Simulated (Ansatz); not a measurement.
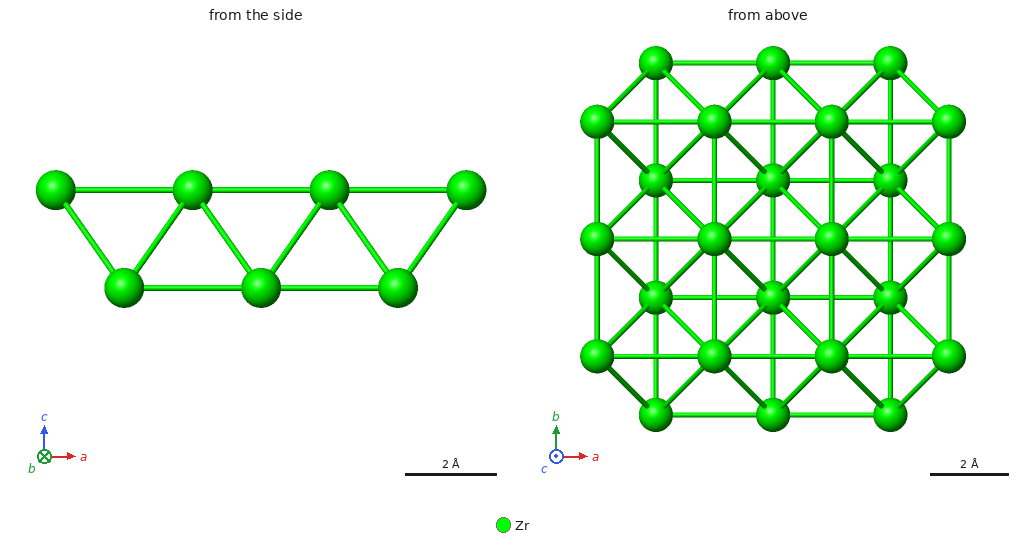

A ball-and-stick picture of a periodic sheet, seen from the side and from above. The surface normal points up in side views; the vacuum is left out. 3×3 cells are drawn in the plane, with atoms at the edges repeated.

The cell holds 2 Zr.

### Give the thickness from the bottom atom to the top atom.

About 2.2 Å from the lowest to the highest atom.

### Count the planes and say what each contains, starting at the top.

Two planes: Zr / Zr.

### What is bonded to what?

Around each Zr lie eight Zr at about 3.0 Å. The bonds build Zr layers parallel to the surface.

The model was built from a structure type filled with this element by a generator (whether the element takes this form wasn't checked). Atoms and cell were optimised with Ansatz, DFT PBE, scalar-relativistic, plane waves, PAW.
